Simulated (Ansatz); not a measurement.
**C3H6InNO (SMILES [CH3][In]([CH3])[N]=C=O): density, localisation and related maps**

Input file:

```
crystal:
  periodic: [false, false, false]
  atoms:
    - {symbol: C, position_ang: [-1.486053, -0.430815, 1.379855]}
    - {symbol: In, position_ang: [0.178080, -0.220295, 0.060416]}
    - {symbol: C, position_ang: [2.034437, -1.139503, -0.433544]}
    - {symbol: N, position_ang: [-0.076401, 1.435162, -1.160451]}
    - {symbol: C, position_ang: [-0.838465, 2.329949, -1.395347]}
    - {symbol: O, position_ang: [-1.550770, 3.223937, -1.663488]}
    - {symbol: H, position_ang: [-1.378800, -1.288777, 2.042166]}
    - {symbol: H, position_ang: [-2.394334, -0.542683, 0.785652]}
    - {symbol: H, position_ang: [-1.579274, 0.478399, 1.975781]}
    - {symbol: H, position_ang: [2.153902, -2.111763, 0.042211]}
    - {symbol: H, position_ang: [2.846617, -0.483015, -0.116202]}
    - {symbol: H, position_ang: [2.091061, -1.250577, -1.517050]}
basis:
  gaussian: {orbitals: def2-TZVPP}
hamiltonian: {xc: pbe0, dispersion: d4}
output: {orbitals: {seedname: orbitals}}
```

Launched as:

```sh
ansatz run in.yaml --threads 4 --pin off --events-out ev --progress --plain --max-ram 10444MiB
```

Geometry: PBE0-D4/def2-TZVP; core potentials replace the inner electrons of In.

The calculation used Ansatz, RKS PBE0-D4/def2-TZVPP.

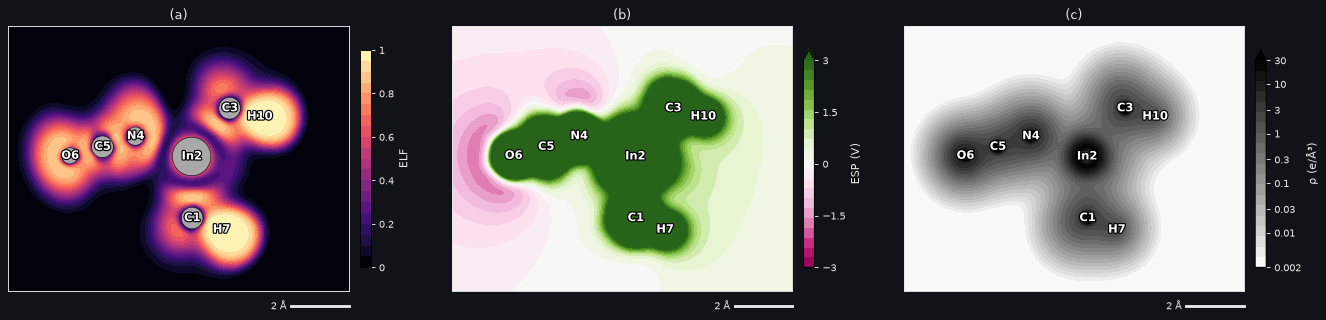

Figure 1. (a) ELF; (b) molecular electrostatic potential; (c) electron density on the plane of atoms C1, In2 and C3. Grey discs cover the atomic cores in the ELF map.

Question: Describe what can be read from this map.

Answer:
- The plane passes through C, In, N, O and H nuclei.
- C–O (1.17 Å): the density is about 3.6 e/Å³ at the midpoint; the ELF peaks at about 0.85 between the atoms (a short, multiple covalent bond).
- C–N (1.20 Å): ρ is about 3.2 e/Å³ halfway; the ELF peaks at about 0.85 between the atoms; a short, multiple covalent bond.
- In–N (2.07 Å): the density is about 0.65 e/Å³ at the midpoint; the ELF peaks at about 0.85 in the valence shell of N, 0.6 Å from its nucleus, and drops to about 0.15 between the two atoms.
- C–In (2.13 Å): ρ is about 0.71 e/Å³ halfway; the ELF peaks at about 0.90 in the valence shell of C, 0.7 Å from its nucleus, and drops to about 0.20 between the two atoms.
- C–H (1.09 Å): the density is about 2 e/Å³ at the midpoint; the ELF climbs to about 1 towards the hydrogen, as it does in any bond to H (an ordinary covalent bond to hydrogen).
- The ELF also peaks beside O6 and N4, away from the bonds: lone-pair regions.
- Outside the dense part of the molecule the potential is most negative (−1.8 V) near O6.

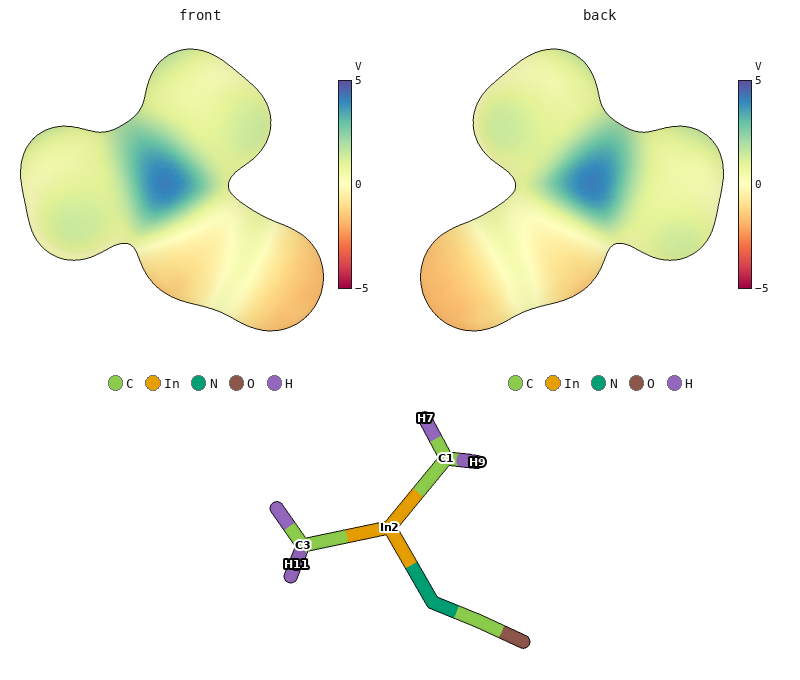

Figure 2. The molecular electrostatic potential painted on the density surface at 0.004 e/bohr³, seen from the front and from behind; the colour scale runs from red (negative) to blue (positive). The bare structure is drawn below in the same view.

Question: Which sites attract a positive test charge, and which a negative one?

Answer: A positive charge is drawn to the negative regions and a negative charge to the positive ones. The most negative region (about −1.7 V, or −39 kcal/mol for a unit charge) lies over O6, the most positive (about +4.1 V, or +95 kcal/mol for a unit charge) over In2. O6 is the likeliest acceptor of a hydrogen bond.

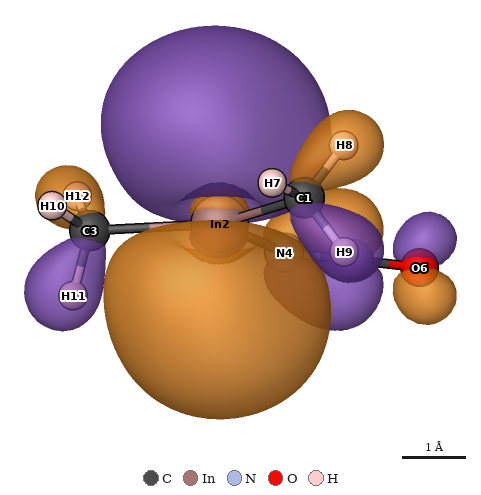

Figure 3. The LUMO at ±0.06 Å⁻³ᐟ² (orange and purple are the two phases), seen from one side.

Question: Describe this orbital and give its energy.

Answer: It lies mainly on In2 (about 75 %). Its energy is −1.34 eV.
